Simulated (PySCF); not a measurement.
**CBr (doublet): density, localisation and related maps**

```json
{"atom": "C", "x (Å)": "0.0000", "y (Å)": "0.0000", "z (Å)": "-1.5807"}
{"atom": "Br", "x (Å)": "0.0000", "y (Å)": "0.0000", "z (Å)": "0.2403"}
```

Level of theory: PySCF, PBE0/def2-TZVPP, non-relativistic Hamiltonian with scalar-relativistic core potentials where named, at a bond length of 1.821 Å.

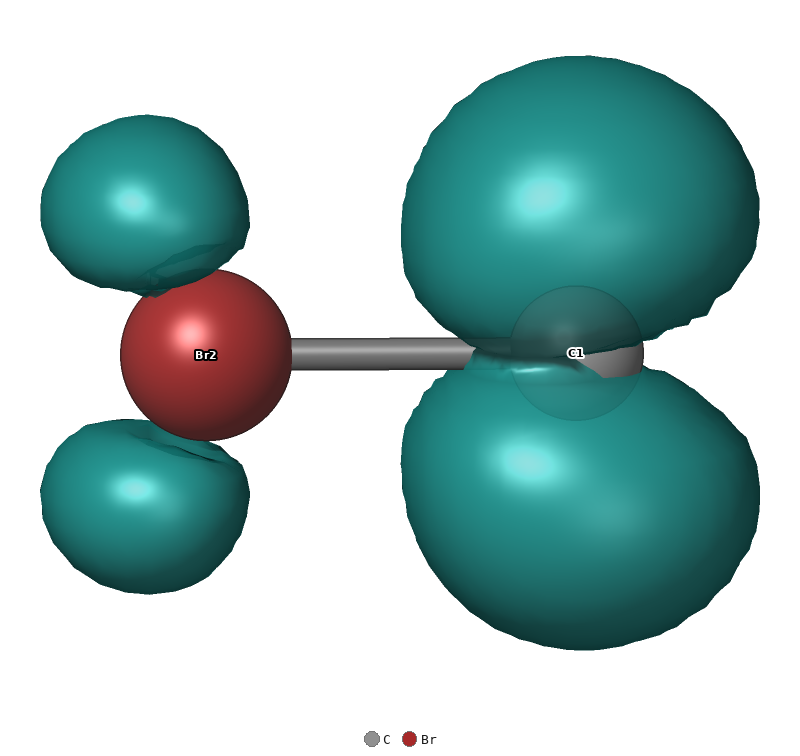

Figure 1. Isosurfaces of the spin density (α minus β) at +0.03 (teal) and −0.03 e/Å³ (pink), seen from one side.

Q: Describe the spin distribution.

A: The unpaired spin (1 electron) lies mostly on C1 (about 0.8) and Br2 (about 0.2), in electrons by Hirshfeld's partition.

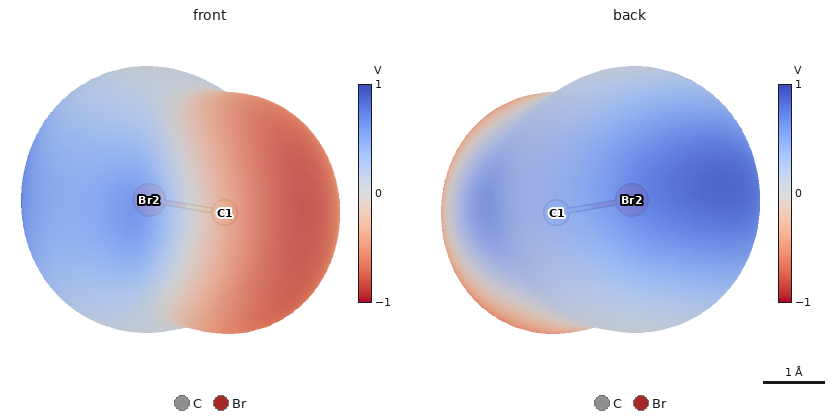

Figure 2. The electrostatic potential painted on the density surface at 0.001 e/bohr³, seen from the front and from behind; red is negative and blue positive.

Q: Which sites attract a positive test charge, and which a negative one?

A: A positive charge is drawn to the negative regions and a negative charge to the positive ones. The most negative region (about −0.8 V) lies over C1, the most positive (about +0.9 V) over Br2. Br2 shows a σ-hole: about +0.9 V at the tip opposite its bond, against about +0.3 V on its flanks.

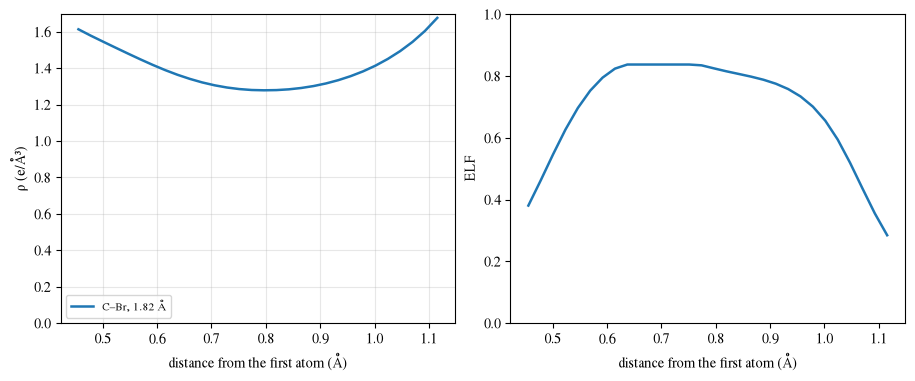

Figure 3. Total electron density and electron localisation function along straight lines between neighbouring atoms. The curves leave out the atomic cores.

Q: What can be read from the curves?

A: C–Br (1.82 Å): the density is about 1.3 e/Å³ at the midpoint; the ELF peaks at about 0.85 between the atoms; a covalent bond.
